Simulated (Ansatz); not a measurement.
ZrAgW

```xyz
3
Lattice="3.6834 0.0000 0.0000 0.0000 3.6834 0.0000 0.0000 0.0000 5.6716" Properties=species:S:1:pos:R:3 pbc="T T T"
Zr    1.8417    1.8417    0.0000
Ag    1.8417    1.8417    2.8358
W     0.0000    0.0000    0.0000
```

Space group P4/mmm; a structure generated by program, which may or may not match a known phase; computed without spin polarisation.

Theory: DFT PBE, scalar-relativistic, plane waves, PAW (Ansatz 0.2.0).

What can the converged valence pseudo-density and electron localisation function tell about the bonding?

Zr–W (2.60 Å): ρ at the midpoint is about 0.48 e/Å³; the ELF is about 0.30 at the midpoint.
Zr–Ag (2.84 Å): the density is about 0.22 e/Å³ at the midpoint; the ELF is about 0.15 at the midpoint; no localised pair shows between them.

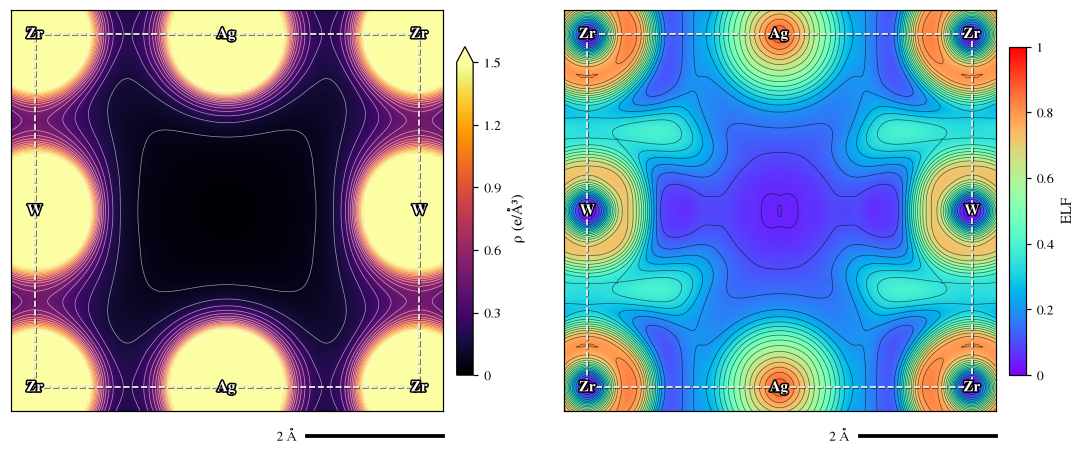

Computed valence pseudo-density and electron localisation function on the (110) plane of the conventional cell, in this order. 

Core electrons are frozen (PAW), and the valence fields are smoothed inside the atomic spheres.
